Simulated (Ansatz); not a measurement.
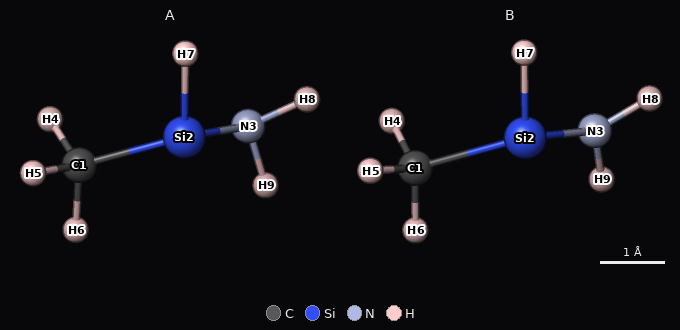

Two geometries of CH6NSi (multiplicity 2), drawn at one scale. One is the start of a relaxation, the other its converged end. Style: ball-and-stick. Shown from a free direction.

All numbers below come from Ansatz, UHF/def2-SVP. Settings: collinear spin; force threshold 0.015 eV/Å; at most 40 steps.

Which of the two is the end point?

Answer. Structure B is the relaxed one. The run prepares an end point of a later path (torsion) calculation, from a guessed geometry. The atom that moves furthest after the best rigid fit is N3 (0.18 Å). By element the largest moves are N 0.18 Å, H 0.16 Å, Si 0.11 Å, C 0.08 Å. Near-neighbour distances that change, for instance: C1–Si2 1.779 → 1.890 Å, N3–H8 1.071 → 1.002 Å, C1–H6 1.146 → 1.093 Å, N3–H9 1.050 → 1.002 Å. Among the angles between lasting bonds that change: Si2–N3–H8 107.1° → 119.9°, Si2–N3–H9 111.9° → 120.8°, H8–N3–H9 104.0° → 110.5°. The energy falls by 0.536 eV in 5 accepted moves (7 points after the start). Largest force component: 4.1 eV/Å at the start, 0.012 eV/Å at the end. The line search rejected the trial steps at points 3, 5 of the run.

Limits of the set-up: Hartree-Fock leaves out electron correlation.
